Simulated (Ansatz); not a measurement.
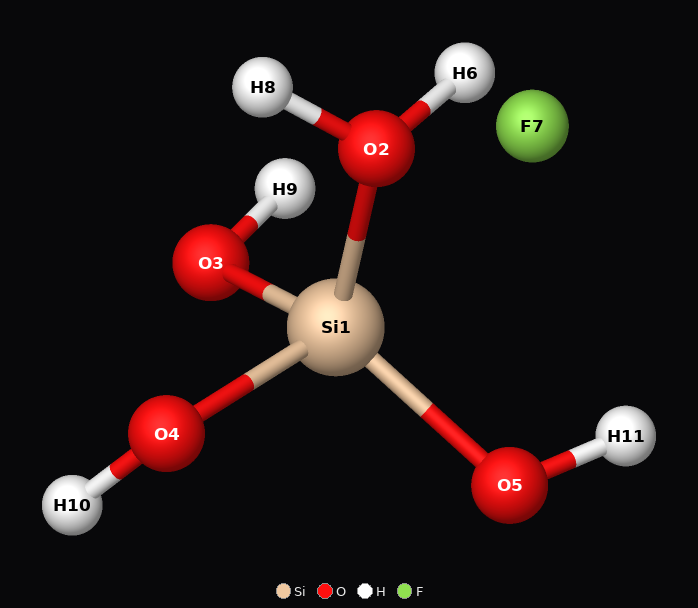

Sticks follow a distance rule. Harmonic vibrations computed with RKS PBE0-D4/def2-TZVP (Ansatz 0.2.0) at a stationary point of the same level.

**Minimum or transition state?**

A first-order saddle point: one imaginary frequency, 449i cm⁻¹.

**List the wavenumbers.**

27 modes: 449i, 127, 169, 263, 307, 355, 371, 376, 469, 487, 522, 557, 591, 794, 816, 856, 882, 905, 923, 1020, 1137, 1323, 2402, 3870, 3900, 3905, 3937 cm⁻¹.
